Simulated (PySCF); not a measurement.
C6H7O (SMILES [C-]#C/C=C(\C)OC) (charge −1)

```xyz
14

C    -2.0739    2.2409   -1.8908
C    -1.1881    1.6436   -1.2609
C    -0.1465    1.0028   -0.5510
C    -0.2499   -0.2130    0.0081
C    -1.4881   -1.0550   -0.0461
O     0.7779   -0.9050    0.7369
C     1.9879   -0.2459    0.8730
H     0.7970    1.5536   -0.4648
H    -2.2434   -0.5051   -0.6038
H    -1.2952   -2.0111   -0.5423
H    -1.8646   -1.2709    0.9585
H     2.6451   -0.9073    1.4458
H     1.8833    0.7068    1.4152
H     2.4579   -0.0349   -0.1001
```

Geometry: GFN2-xTB.

The calculation used PBE0/pcSseg-1, SCF density, gas phase, non-relativistic (PySCF).

Question: What can the converged electron density and electron localisation function tell about the bonding?

Answer: C–C (1.24 Å): ρ is about 2.6 e/Å³ halfway; the ELF peaks at about 0.85 between the atoms; a multiple bond.
C–O (1.38 Å): ρ is about 2.2 e/Å³ halfway, with its minimum of 1.9 e/Å³ about 0.5 Å from C; the ELF peaks at about 0.90 between the atoms: a polar covalent bond.
C–H (1.09 Å): ρ at the midpoint is about 2 e/Å³; the ELF climbs to about 1 towards the hydrogen, as it does in any bond to H; a covalent bond by its length.
C–C (1.34 Å): ρ at the midpoint is about 2.2 e/Å³; the ELF peaks at about 0.90 between the atoms (a short, multiple covalent bond).

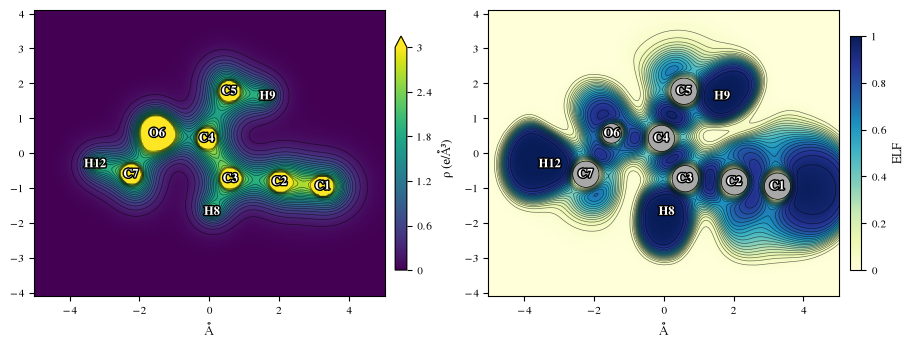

Computed electron density and electron localisation function on the plane of atoms C5, C4 and O6, in this order. Grey discs cover the atomic cores in the ELF map. 
